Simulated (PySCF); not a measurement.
**GeH3O2F (SMILES [OH][GeH]([OH])[F]) at CAM-B3LYP/def2-SVP**

What is the vertical singlet–triplet gap of GeH3O2F at CAM-B3LYP/def2-SVP? The job is set up through a Python script.

The calculation is run with PySCF 2.14.0.

## (1) The system as given

The species is GeH3O2F (7 atoms), meant as a singlet with charge 0. SMILES: `[OH][GeH]([OH])[F]`. The shape is that of a PBE0-D4/def2-TZVP optimisation. This is one conformer, not always the lowest.

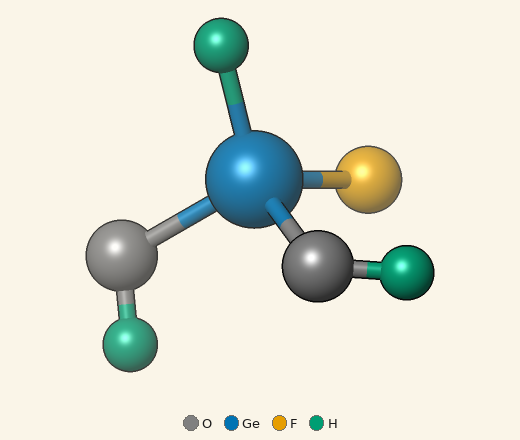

Viewed from a chosen angle; oxygen grey, germanium blue, fluorine amber, hydrogen teal.

## (2) A single-point energy at CAM-B3LYP/def2-SVP

File run.py:

```python
# [OH][GeH]([OH])[F]
from pyscf import gto, dft

mol = gto.M(
    atom='''
O     -0.666884     2.154855    -1.623842
Ge    -0.203146    -0.050645     0.817118
O      2.868982    -1.239660     0.581280
F     -2.381622    -2.427353     0.213917
H     -2.285057     1.968717    -2.426219
H     -0.626255     0.918029     3.491269
H      3.409822    -1.452632    -1.139694
''',
    spin=0,
    verbose=3,
    max_memory=1860,
    basis='def2-svp',
    unit='bohr',
)

mf = dft.RKS(mol, xc='cam-b3lyp')
mf.grids.level = 5
mf.conv_tol = 1e-10
mf.kernel()
if not mf.converged:
    mf = mf.newton().run(mf.mo_coeff, mf.mo_occ)

e_tot = mf.e_tot
print('E(%s) = %.9f' % ('CAM-B3LYP', e_tot))
```

On the command line:

```
OMP_NUM_THREADS=1 python run.py
```

Output:

```text
converged SCF energy = -2328.77329990038
E(CAM-B3LYP) = -2328.773299900
```

Run time: 25 s. Hardware: 1 thread of Arm Neoverse V2, shared host; peak memory 0.46 GiB.

## (3) The triplet

File input.py:

```python
from pyscf import gto, dft

molecule = gto.M(
    atom='''
O     -0.666884     2.154855    -1.623842
Ge    -0.203146    -0.050645     0.817118
O      2.868982    -1.239660     0.581280
F     -2.381622    -2.427353     0.213917
H     -2.285057     1.968717    -2.426219
H     -0.626255     0.918029     3.491269
H      3.409822    -1.452632    -1.139694
''',
    spin=2,
    unit='bohr',
    verbose=3,
    max_memory=1860,
    basis='def2-svp',
)

mf = dft.UKS(molecule)
mf.xc = 'cam-b3lyp'
mf.conv_tol = 1e-10
mf.grids.level = 5
mf.kernel()
if not mf.converged:
    mf = mf.newton().run(mf.mo_coeff, mf.mo_occ)

etot = mf.e_tot
print('Final energy', etot)
```

On the command line:

```
OMP_NUM_THREADS=1 python input.py
```

Output:

```text
WARN: HOMO -0.0319311461588283 >= LUMO -0.413333629897035

WARN: HOMO -0.0959730680560655 >= LUMO -0.203776143558627

WARN: HOMO -0.109610231596629 >= LUMO -0.266312885792226

WARN: HOMO -0.111558305595048 >= LUMO -0.250005530831741

WARN: HOMO -0.111875077215331 >= LUMO -0.239031999551345

WARN: HOMO -0.112286757573277 >= LUMO -0.238688434777028

WARN: HOMO -0.112893657783918 >= LUMO -0.234705379917783

WARN: HOMO -0.114071589327871 >= LUMO -0.233807026015135

WARN: HOMO -0.116299857087884 >= LUMO -0.232497479709597

WARN: HOMO -0.122419658993719 >= LUMO -0.228057394145047

WARN: HOMO -0.119585455244287 >= LUMO -0.233411319003055

WARN: HOMO -0.126558907355871 >= LUMO -0.227098770101489

WARN: HOMO -0.122505839526191 >= LUMO -0.230899226655403

WARN: HOMO -0.123803287446728 >= LUMO -0.230701789618886

WARN: HOMO -0.124811279163126 >= LUMO -0.229733995729026

WARN: HOMO -0.124153210687132 >= LUMO -0.23042371267249

WARN: HOMO -0.124869029614884 >= LUMO -0.229848045926317

WARN: HOMO -0.124434015071464 >= LUMO -0.230230423563647

WARN: HOMO -0.124417496350581 >= LUMO -0.23021704611245

WARN: HOMO -0.124381391814639 >= LUMO -0.230219702734185

WARN: HOMO -0.124388449285062 >= LUMO -0.230211265571506

WARN: HOMO -0.124395926573502 >= LUMO -0.230221764306783

WARN: HOMO -0.124390832719607 >= LUMO -0.230222041331526

WARN: HOMO -0.124396677634393 >= LUMO -0.230224378278482

WARN: HOMO -0.124396921008339 >= LUMO -0.230226678193961

WARN: HOMO -0.124395268906659 >= LUMO -0.230224928879048

WARN: HOMO -0.124395567669934 >= LUMO -0.230226771288206

WARN: HOMO -0.124394732565242 >= LUMO -0.2302266574666

WARN: HOMO -0.124394252758192 >= LUMO -0.230226583221373

WARN: HOMO -0.124394233466698 >= LUMO -0.230226601775012

converged SCF energy = -2328.4938159063  <S^2> = 2.0084639  2S+1 = 3.0056373
Final energy -2328.4938159063013
```

It took 95 s on 1 thread of Arm Neoverse V2, shared host; peak memory 0.49 GiB.

## (4) What came out

At CAM-B3LYP/def2-SVP:

| quantity | value |
| --- | --- |
| singlet: total energy | -2328.77330 Eh |
| singlet: dipole moment | 1.22 D |
| singlet: HOMO energy | -10.61 eV |
| singlet: LUMO energy | 1.47 eV |
| singlet: HOMO–LUMO gap | 12.08 eV |
| triplet: total energy | -2328.49382 Eh |
| triplet: dipole moment | 2.01 D |
| triplet: HOMO energy (highest over α and β) | -3.38 eV |
| triplet: ⟨S²⟩ | 2.008 |
| vertical energy of the triplet above the singlet | 7.605 eV |

What this shows: At this shape the triplet lies 7.61 eV (734 kJ/mol) above the singlet. Mulliken charges (singlet) run from -0.43 on O1 to +0.93 on Ge2; they depend strongly on the basis. Mulliken charges (triplet) run from -0.37 on F4 to +0.59 on Ge2; they depend strongly on the basis.
